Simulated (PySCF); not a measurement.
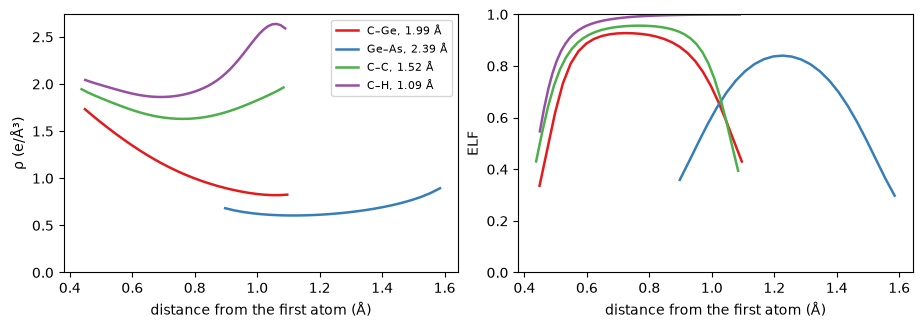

C₂H₉AsGe. Electron density and electron localisation function along straight lines between neighbouring atoms. The curves leave out the atomic cores.

Geometry: GFN2-xTB.

These are results of PySCF 2.14.0, PBE0/def2-SVPD, SCF density, gas phase, not measurements.

```yaml
atoms:
  - { symbol: C, position_ang: [-1.4884, 0.2090, -1.1266] }
  - { symbol: C, position_ang: [-1.0709, -0.3067, 0.2429] }
  - { symbol: Ge, position_ang: [0.8739, -0.7392, 0.2917] }
  - { symbol: As, position_ang: [2.1523, 0.9217, -0.8629] }
  - { symbol: H, position_ang: [-0.9237, 1.1098, -1.3808] }
  - { symbol: H, position_ang: [-2.5490, 0.4564, -1.1509] }
  - { symbol: H, position_ang: [-1.2933, -0.5401, -1.8937] }
  - { symbol: H, position_ang: [-1.2886, 0.4486, 1.0010] }
  - { symbol: H, position_ang: [-1.6534, -1.1915, 0.4991] }
  - { symbol: H, position_ang: [1.0506, -2.1102, -0.3449] }
  - { symbol: H, position_ang: [1.2652, -1.0049, 1.7389] }
  - { symbol: H, position_ang: [3.3176, 0.7580, 0.0659] }
  - { symbol: H, position_ang: [1.6033, 1.9896, 0.0411] }
```

### What can be read from the curves?

C–Ge (1.99 Å): ρ is about 0.83 e/Å³ halfway; the ELF peaks at about 0.95 in the valence shell of C, 0.7 Å from its nucleus, and is about 0.70 at the midpoint.
Ge–As (2.39 Å): ρ is about 0.61 e/Å³ halfway; the ELF peaks at about 0.85 between the atoms (a covalent bond).
C–C (1.52 Å): ρ is about 1.6 e/Å³ halfway; the ELF peaks at about 0.95 between the atoms; localised, covalent bonding.
C–H (1.09 Å): the density is about 1.9 e/Å³ at the midpoint; the ELF climbs to about 1 towards the hydrogen, as it does in any bond to H (an ordinary covalent bond to hydrogen).
